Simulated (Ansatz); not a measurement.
# GeH₅ (doublet): correlated methods under varied settings at distance Ge1–H5 along a hydrogen transfer = 1.579 Å

Aim: run GeH₅ (doublet) at one geometry under a spread of methods and options, and see what each costs and gives.

Computed with Ansatz 0.2.0, Gaussian basis. Level: the settings change from run to run.

7 further runs of the same task are left out: 7 that didn't finish.

## 1. What is computed

The geometry derives from fragments relaxed apart (PBE0/def2-TZVP) and kept rigid, so it is no stationary point. A hydrogen atom is moved between rigid fragments. No spin-orbit coupling is included. The filled d shell of Ge may be among the frozen orbitals whatever the setting's name suggests; the logs give the count.

6 atoms, charge 0, spin multiplicity 2.

Atoms are counted from 1 here; the program's logs count them from 0.

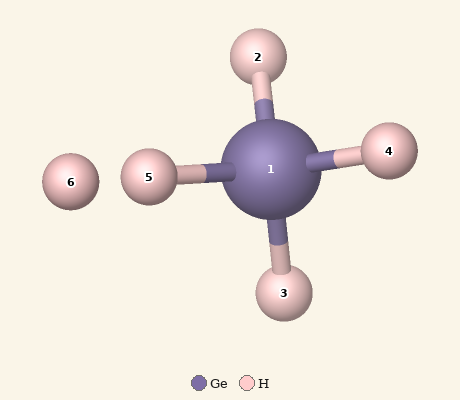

The structure; germanium purple, hydrogen pink; atoms are numbered from 1 in the order of the file.

Coordinates:

```xyz
6

Ge   -0.0343    0.0000    0.0000
H    -0.5457    1.4466    0.0000
H    -0.5457   -0.7233    1.2528
H    -0.5457   -0.7233   -1.2528
H     1.5447    0.0000    0.0000
H     2.5607    0.0000    0.0000
```

## 2. NEVPT2(3,6)/STO-3G

File in.yaml:

```yaml
crystal:
  periodic: [false, false, false]
  atoms:
    - {symbol: Ge, position_ang: [-0.034251, 0.000000, 0.000000]}
    - {symbol: H, position_ang: [-0.545701, 1.446599, 0.000000]}
    - {symbol: H, position_ang: [-0.545701, -0.723300, 1.252791]}
    - {symbol: H, position_ang: [-0.545701, -0.723299, -1.252792]}
    - {symbol: H, position_ang: [1.544749, 0.000000, 0.000000]}
    - {symbol: H, position_ang: [2.560749, 0.000000, 0.000000]}
basis:
  gaussian: {orbitals: STO-3G}
magnetization: {spin_polarized: false, initial_magnetization: 1}
correlation: {method: sc_nevpt2, electrons: outside_noble_gas, active_space: {window: {electrons: 3, orbitals: 6}}}
```

Run with:

```bash
$ ansatz run in.yaml --threads 1 --pin off --events-out ev --progress --plain --max-ram 2393MiB
```

The log of the run:

```text
Functional definition: HF
  name "HF"
  cite "Fock, Z. Phys. 61, 126 (1930) doi:10.1007/BF01340294"
  parent pbe
  exchange = exact_x
  correlation = 0
244 factors; integrals over basis functions are off by at most 2.6e-5 eV
mean field evaluation 1: about -55905.5281 eV, gradient 6.2e0 eV
mean field evaluation 2: about -55905.5407 eV, gradient 6.2e0 eV
mean field evaluation 4: about -55906.0101 eV, gradient 9.3e-1 eV
mean field evaluation 8: about -55906.0367 eV, gradient 1.5e-4 eV
mean field -55906.03670926 eV, -2054.5089545925 hartree, gradient 2.5e-6 eV, S^2 0.750000; 0 other end points of the search recorded, 0 dependent functions left out
reference -55906.03670926 eV, -2054.5089545925 hartree; 19, 18 occupied and 4, 5 virtual orbitals, 244 factors
state -55906.47418579 eV, -2054.5250315584 hartree
state -55906.47418579 eV, -2054.5250315584 hartree; corrected -55907.35413857 eV, -2054.5573692268 hartree
Total energy: -55907.35413857 eV, -2054.5573692268 hartree
```

Wall time 0.3 s (1 thread of Intel Xeon Platinum 8375C at 2.90GHz, shared host).

From the report: 55 determinants; active occupations 1.98, 1.00, 0.02, 0.00, 0.00, 0.00.

## 3. HF/cc-pVDZ

Edit in.yaml of step 2 so:

```diff
@@ -10,4 +10,7 @@
 basis:
-  gaussian: {orbitals: STO-3G}
+  gaussian: {orbitals: cc-pVDZ}
 magnetization: {spin_polarized: false, initial_magnetization: 1}
-correlation: {method: sc_nevpt2, electrons: outside_noble_gas, active_space: {window: {electrons: 3, orbitals: 6}}}
+hamiltonian: {xc: hf}
+accuracy: high
+scf: {lower_state_search: off}
+output: {forces: true, orbitals: {seedname: orbitals}}
```

Same command.

The log of the run, shortened:

```text
Functional definition: HF
  name "HF"
  cite "Fock, Z. Phys. 61, 126 (1930) doi:10.1007/BF01340294"
  parent pbe
[...]
1131 factors; integrals over basis functions are off by at most 4.4e-9 eV
[...]
mean field -56548.33232430 eV, -2078.1128830817 hartree, gradient 4.9e-8 eV, S^2 0.750000; 0 other end points of the search recorded, 0 dependent functions left out
[...]
reference -56548.33232430 eV, -2078.1128830817 hartree; 19, 18 occupied and 33, 34 virtual orbitals, 1131 factors
Total energy: -56548.33232430 eV, -2078.1128830817 hartree
Atom 0 at    -0.034251     0.000000     0.000000 Å, force    -1.294587    -0.000000    -0.000000 eV/Å
Atom 1 at    -0.545701     1.446599     0.000000 Å, force     0.007292     0.053558     0.000000 eV/Å
Atom 2 at    -0.545701    -0.723300     1.252791 Å, force     0.007292    -0.026779     0.046382 eV/Å
Atom 3 at    -0.545701    -0.723299    -1.252792 Å, force     0.007292    -0.026779    -0.046382 eV/Å
Atom 4 at     1.544749     0.000000     0.000000 Å, force     0.181293    -0.000000    -0.000000 eV/Å
Atom 5 at     2.560749     0.000000     0.000000 Å, force     1.091418     0.000000     0.000000 eV/Å
Dipole moment:    -0.083630     0.000000    -0.000000 e Å
Checks for a lower state left out: stability, starts, cluster_reference, orbital_swaps, neighbouring_geometries, increment
```

Run time: 2 s. Hardware: 1 thread of Intel Xeon Platinum 8375C at 2.90GHz, shared host.

## 4. HF/cc-pVDZ

Edit in.yaml of step 3 so:

```diff
@@ -13,4 +13,2 @@
 hamiltonian: {xc: hf}
-accuracy: high
-scf: {lower_state_search: off}
 output: {forces: true, orbitals: {seedname: orbitals}}
```

Launched as before.

The log of the run, shortened:

```text
Functional definition: HF
  name "HF"
  cite "Fock, Z. Phys. 61, 126 (1930) doi:10.1007/BF01340294"
  parent pbe
[...]
541 factors; integrals over basis functions are off by at most 1.0e-3 eV
[...]
mean field -56548.33220442 eV, -2078.1128786764 hartree, gradient 1.8e-5 eV, S^2 0.750000; 0 other end points of the search recorded, 0 dependent functions left out
[...]
reference -56548.33220442 eV, -2078.1128786764 hartree; 19, 18 occupied and 33, 34 virtual orbitals, 541 factors
Total energy: -56548.33220442 eV, -2078.1128786764 hartree
Atom 0 at    -0.034251     0.000000     0.000000 Å, force    -1.294560    -0.000000    -0.000000 eV/Å
Atom 1 at    -0.545701     1.446599     0.000000 Å, force     0.007273     0.053608    -0.000000 eV/Å
Atom 2 at    -0.545701    -0.723300     1.252791 Å, force     0.007273    -0.026804     0.046425 eV/Å
Atom 3 at    -0.545701    -0.723299    -1.252792 Å, force     0.007273    -0.026804    -0.046425 eV/Å
Atom 4 at     1.544749     0.000000     0.000000 Å, force     0.181334     0.000000     0.000000 eV/Å
Atom 5 at     2.560749     0.000000     0.000000 Å, force     1.091407    -0.000000    -0.000000 eV/Å
Dipole moment:    -0.083629     0.000000    -0.000000 e Å
```

Wall time 0.81 s (1 thread of Intel Xeon Platinum 8375C at 2.90GHz, shared host).

## 5. MRCISD+Q(3,3)/STO-3G

Edit in.yaml of step 4 so:

```diff
@@ -10,5 +10,4 @@
 basis:
-  gaussian: {orbitals: cc-pVDZ}
+  gaussian: {orbitals: STO-3G}
 magnetization: {spin_polarized: false, initial_magnetization: 1}
-hamiltonian: {xc: hf}
-output: {forces: true, orbitals: {seedname: orbitals}}
+correlation: {method: fic_mrcisd_q, electrons: outside_noble_gas, active_space: {window: {electrons: 3, orbitals: 3}}}
```

Launched as before.

The log of the run, shortened:

```text
Functional definition: HF
  name "HF"
  cite "Fock, Z. Phys. 61, 126 (1930) doi:10.1007/BF01340294"
  parent pbe
[...]
244 factors; integrals over basis functions are off by at most 2.6e-5 eV
[...]
mean field -55906.03670926 eV, -2054.5089545925 hartree, gradient 2.5e-6 eV, S^2 0.750000; 0 other end points of the search recorded, 0 dependent functions left out
reference -55906.03670926 eV, -2054.5089545925 hartree; 19, 18 occupied and 4, 5 virtual orbitals, 244 factors
state -55906.69483564 eV, -2054.5331402909 hartree
contracted CI cycle   1: correlation 0.00000000 eV, 0.0000000000 hartree, residual 6.89e0 eV
contracted CI cycle   2: correlation -1.32119436 eV, -0.0485529971 hartree, residual 1.07e0 eV
contracted CI cycle   3: correlation -1.34778288 eV, -0.0495301074 hartree, residual 1.87e-1 eV
contracted CI cycle   4: correlation -1.34874286 eV, -0.0495653860 hartree, residual 5.18e-2 eV
[...]
contracted CI cycle   4: correlation -1.58081668 eV, -0.0580939416 hartree, residual 1.26e-1 eV
contracted CI cycle   5: correlation -1.58132429 eV, -0.0581125959 hartree, residual 3.83e-2 eV
contracted CI cycle   6: correlation -1.58136077 eV, -0.0581139363 hartree, residual 9.76e-3 eV
contracted CI cycle   7: correlation -1.58136337 eV, -0.0581140319 hartree, residual 2.67e-3 eV
contracted CI cycle   8: correlation -1.58136356 eV, -0.0581140390 hartree, residual 7.15e-4 eV
state -55906.44437864 eV, -2054.5239361661 hartree; corrected -55908.10612748 eV, -2054.5850043096 hartree
state -55906.44437864 eV, -2054.5239361661 hartree; corrected -55908.10612748 eV, -2054.5850043096 hartree
the orbitals are reached from a further start. From the first start the search ends at -55906.69482407 eV, -2054.5331398658 hartree
WARN: the results are in doubt because another end's mean lies 0.250 eV lower, and its corrected mean 0.009 eV higher
Total energy: -55908.10612748 eV, -2054.5850043096 hartree
In doubt: another end's mean lies 0.250 eV lower, and its corrected mean 0.009 eV higher
```

Wall time 0.51 s (1 thread of Intel Xeon Platinum 8375C at 2.90GHz, shared host).

From the report: 9 determinants; active occupations 1.98, 1.00, 0.02. The program marks this result as in doubt; its last lines say why.

## 6. CISD/cc-pVDZ

Edit in.yaml of step 5 so:

```diff
@@ -10,4 +10,6 @@
 basis:
-  gaussian: {orbitals: STO-3G}
+  gaussian: {orbitals: cc-pVDZ}
 magnetization: {spin_polarized: false, initial_magnetization: 1}
-correlation: {method: fic_mrcisd_q, electrons: outside_noble_gas, active_space: {window: {electrons: 3, orbitals: 3}}}
+correlation: {active_space: {ras: {orbitals: [4, 1, 33], electrons: 9, max_holes: 2, max_particles: 2}, fixed_orbitals: true}}
+scf: {lower_state_search: off}
+output: {forces: true}
```

Same command.

The log of the run, shortened:

```text
Functional definition: HF
  name "HF"
  cite "Fock, Z. Phys. 61, 126 (1930) doi:10.1007/BF01340294"
  parent pbe
[...]
541 factors; integrals over basis functions are off by at most 1.0e-3 eV
[...]
mean field -56548.33220442 eV, -2078.1128786764 hartree, gradient 8.3e-6 eV, S^2 0.750000; 0 other end points of the search recorded, 0 dependent functions left out
reference -56548.33220442 eV, -2078.1128786764 hartree; 19, 18 occupied and 33, 34 virtual orbitals, 541 factors
state -56552.48146882 eV, -2078.2653613303 hartree
[...]
Total energy: -56552.48146882 eV, -2078.2653613303 hartree
Atom 0 at    -0.034251     0.000000     0.000000 Å, force    -1.675259    -0.000000     0.000000 eV/Å
Atom 1 at    -0.545701     1.446599     0.000000 Å, force    -0.021661     0.135109    -0.000000 eV/Å
Atom 2 at    -0.545701    -0.723300     1.252791 Å, force    -0.021661    -0.067554     0.117008 eV/Å
Atom 3 at    -0.545701    -0.723299    -1.252792 Å, force    -0.021661    -0.067554    -0.117008 eV/Å
Atom 4 at     1.544749     0.000000     0.000000 Å, force     1.333677     0.000000     0.000000 eV/Å
Atom 5 at     2.560749     0.000000     0.000000 Å, force     0.406565    -0.000000    -0.000000 eV/Å
Dipole moment:    -0.072694     0.000000     0.000000 e Å
Checks for a lower state left out: starts, cluster_reference, orbital_swaps, neighbouring_geometries, increment
```

Wall time 3 s (1 thread of Intel Xeon Platinum 8375C at 2.90GHz, shared host).

From the report: 23,742 determinants.

## 7. CCSD(T) on ROHF/cc-pVDZ

Edit in.yaml of step 6 so:

```diff
@@ -12,4 +12,4 @@
 magnetization: {spin_polarized: false, initial_magnetization: 1}
-correlation: {active_space: {ras: {orbitals: [4, 1, 33], electrons: 9, max_holes: 2, max_particles: 2}, fixed_orbitals: true}}
-scf: {lower_state_search: off}
+correlation: {method: ccsd_t, electrons: valence}
+accuracy: high
 output: {forces: true}
```

Launched as before.

The log of the run, shortened:

```text
Functional definition: HF
  name "HF"
  cite "Fock, Z. Phys. 61, 126 (1930) doi:10.1007/BF01340294"
  parent pbe
[...]
1131 factors; integrals over basis functions are off by at most 4.4e-9 eV
[...]
mean field -56548.33232430 eV, -2078.1128830817 hartree, gradient 4.9e-8 eV, S^2 0.750000; 0 other end points of the search recorded, 0 dependent functions left out
[...]
9 core orbitals not correlated: weight in the atoms' cores, before any rotation towards them, 1.000 or more for the frozen orbitals, at most 0.000 for the correlated occupied ones
reference -56548.33232430 eV, -2078.1128830817 hartree; 10, 9 occupied and 33, 34 virtual orbitals, 1131 factors
second order -3.97571545 eV of doubles, -0.08691232 eV of singles
cycle   1  -4.67986014 eV  change   -6.1e-1 eV  update   6.3e-2
[...]
cycle  21  -4.95607384 eV  change   -1.6e-9 eV  update   1.1e-9
perturbative correction -0.11372471 eV, -0.0041793060 hartree
[...]
Total energy: -56553.40212285 eV, -2078.2991947420 hartree
Atom 0 at    -0.034251     0.000000     0.000000 Å, force    -1.724294    -0.000000    -0.000000 eV/Å
Atom 1 at    -0.545701     1.446599     0.000000 Å, force    -0.009500     0.097584     0.000000 eV/Å
Atom 2 at    -0.545701    -0.723300     1.252791 Å, force    -0.009500    -0.048792     0.084510 eV/Å
Atom 3 at    -0.545701    -0.723299    -1.252792 Å, force    -0.009500    -0.048792    -0.084510 eV/Å
Atom 4 at     1.544749     0.000000     0.000000 Å, force     1.414590    -0.000000    -0.000000 eV/Å
Atom 5 at     2.560749     0.000000     0.000000 Å, force     0.338203     0.000000     0.000000 eV/Å
Dipole moment:    -0.066163     0.000000     0.000000 e Å
```

It took 19 s on 1 thread of Intel Xeon Platinum 8375C at 2.90GHz, shared host; peak memory 0.34 GiB.

From the report: correlation -5.0698 eV; T1 0.017; largest double amplitude 0.04.

## 8. The runs in one table

Where basis and cores are those of an earlier UCCSDT(Q)/cc-pVDZ run (-56552.8278 eV), and the state is the same kind, the miss against it is given. † marks a result that the program doubts.

| level | correlated | functions | energy (eV) | from UCCSDT(Q) (meV) | time |
| --- | --- | --- | --- | --- | --- |
| NEVPT2(3,6)/STO-3G | outside noble gas | 23 | -55907.3541 |  | 0.3 s |
| HF/cc-pVDZ |  | 52 | -56548.3323 | 4495.5 | 2 s |
| HF/cc-pVDZ |  | 52 | -56548.3322 | 4495.6 | 0.81 s |
| MRCISD+Q(3,3)/STO-3G † | outside noble gas | 23 | -55908.1061 |  | 0.51 s |
| CISD/cc-pVDZ | outside noble gas | 52 | -56552.4815 | 346.3 | 3 s |
| CCSD(T) on ROHF/cc-pVDZ | valence | 52 | -56553.4021 |  | 19 s |

## 9. Summary of results

| quantity | value |
| --- | --- |
| runs | 6 |
| quickest | NEVPT2(3,6)/STO-3G, 0.3 s |
| slowest | CCSD(T) on ROHF/cc-pVDZ, 19 s |

What this shows: Total energies in different bases, with other cores or another treatment of relativity can't be set against each other. CCSD(T) on ROHF/cc-pVDZ took 63 times as long as NEVPT2(3,6)/STO-3G; the jobs differ in more than the method. Hartree-Fock, CASSCF and CASCI lack dynamic correlation by design.
